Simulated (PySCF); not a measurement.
**C₅H₁₄Si (SiH2Me(tBu)): density, localisation and related maps**

```xyz
20

Si    0.8613    0.9579    0.6059
H     0.8987    0.9278    2.1054
H     2.2775    0.9282    0.1140
C     0.0301    2.5439    0.0272
H     0.0394    2.6179   -1.0712
H     0.5539    3.4249    0.4284
H    -1.0165    2.5912    0.3657
C    -0.0342   -0.6103   -0.0132
C     0.7445   -1.8335    0.4781
C    -0.0785   -0.6030   -1.5436
C    -1.4575   -0.6427    0.5496
H     0.2550   -2.7651    0.1418
H     1.7762   -1.8445    0.0917
H     0.7987   -1.8689    1.5783
H     0.9314   -0.5641   -1.9834
H    -0.6496    0.2542   -1.9351
H    -0.5664   -1.5198   -1.9200
H    -2.0547    0.2207    0.2144
H    -1.4621   -0.6471    1.6516
H    -1.9847   -1.5537    0.2140
```

Geometry: PBE0-D3(BJ)/def2-SVP.

Method: wB97X-D/def2-SVPD, SCF density, gas phase (PySCF 2.14.0).

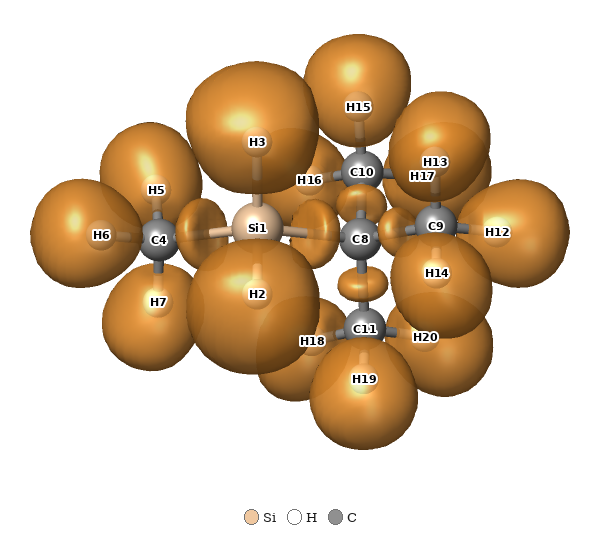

Figure 1. Isosurface of the electron localisation function at 0.85 (orange), seen from one side. Core shells and regions of very low density are left out.

> Describe the localisation domains.

The ELF exceeds this value in three regions between bonded C–C atoms (shared pairs), two regions between bonded C–Si atoms (shared pairs) and 14 regions around hydrogen nuclei.


C–C (1.53 Å): the ELF peaks at about 0.95 between the atoms: a covalent bond. C–Si (1.88 Å): the ELF peaks at about 0.95 between the atoms; a shared electron pair.

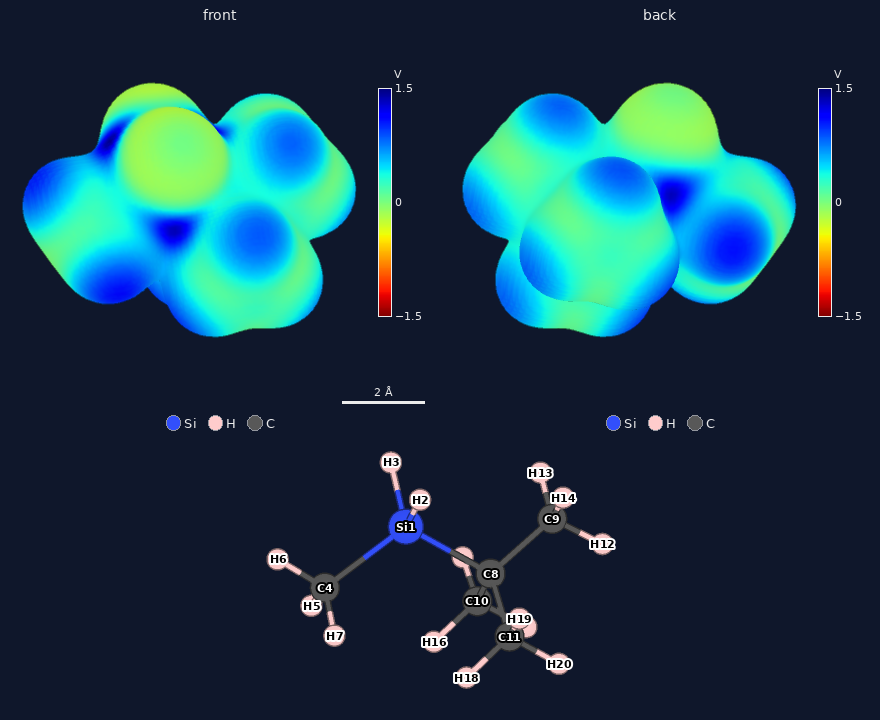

Figure 2. The molecular electrostatic potential painted on the density surface at 0.004 e/bohr³, seen from the front and from behind; red is negative and blue positive. The bare structure is drawn below in the same view.

> Describe the electrostatic potential map.

The most negative region (about −0.2 V) lies over H2 and H3, the most positive (about +1.3 V) over Si1.

> What dipole moment does the calculation give?

Its dipole moment is 0.72 D.
